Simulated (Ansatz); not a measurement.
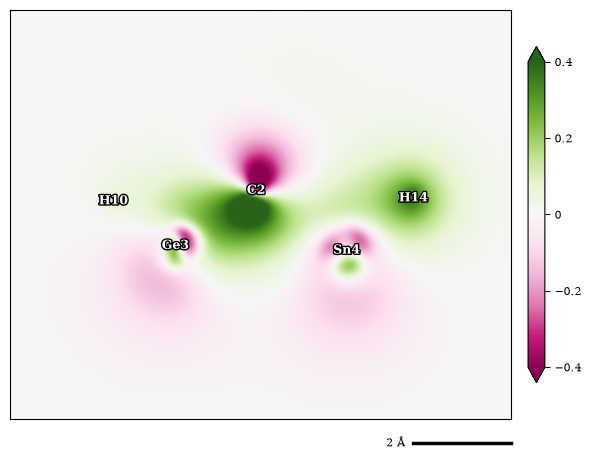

*C2H10GeSn (SMILES C[CH]([GeH3])[SnH3]). The HOMO−1 on the plane of atoms Ge3, C2 and Sn4 (values in Å⁻³ᐟ²; the overall sign is arbitrary).*

Core potentials replace the inner electrons of Sn.

The calculation used RKS B3LYP/def2-SVP (Ansatz 0.2.0).

Input

```
crystal:
  periodic: [false, false, false]
  atoms:
    - { symbol: C, position_ang: [-0.7529, 1.3177, -0.3643] }
    - { symbol: C, position_ang: [-0.4659, 0.0676, 0.353] }
    - { symbol: Ge, position_ang: [1.2112, 0.2437, 1.2656] }
    - { symbol: Sn, position_ang: [-0.264, -1.544, -1.0467] }
    - { symbol: H, position_ang: [-0.8737, 2.1939, 0.3308] }
    - { symbol: H, position_ang: [-1.7778, 1.2719, -0.8955] }
    - { symbol: H, position_ang: [0.0083, 1.6012, -1.1238] }
    - { symbol: H, position_ang: [-1.2158, -0.1389, 1.0914] }
    - { symbol: H, position_ang: [1.59878, -1.10222, 2.03338] }
    - { symbol: H, position_ang: [1.16773, 1.40038, 2.29789] }
    - { symbol: H, position_ang: [2.36259, 0.53803, 0.23576] }
    - { symbol: H, position_ang: [0.0671, -3.0197, -0.1629] }
    - { symbol: H, position_ang: [0.872, -1.1827, -2.2246] }
    - { symbol: H, position_ang: [-1.8993, -1.7173, -1.8477] }
basis:
  gaussian: { orbitals: def2-SVP }
hamiltonian:
  xc: b3lyp
relax:
  f_tol: 0.015
  max_steps: 40
output:
  orbitals: {}
```

Launched as:

```sh
ansatz run input.yaml --threads 2 --pin off --max-ram 3072MiB --backend cpu --events-out ev --progress --plain --runs-dir out
```

The fields are those of the run's last geometry, not of the input's.

What is the character of this orbital?

Answer. By Hirshfeld shares it lies mainly on C2 (about 25 %), Sn4 (about 15 %), Ge3 (about 15 %), H13 (about 10 %), H14 (about 10 %) and C1 (about 5 %). Its energy is −8.31 eV.
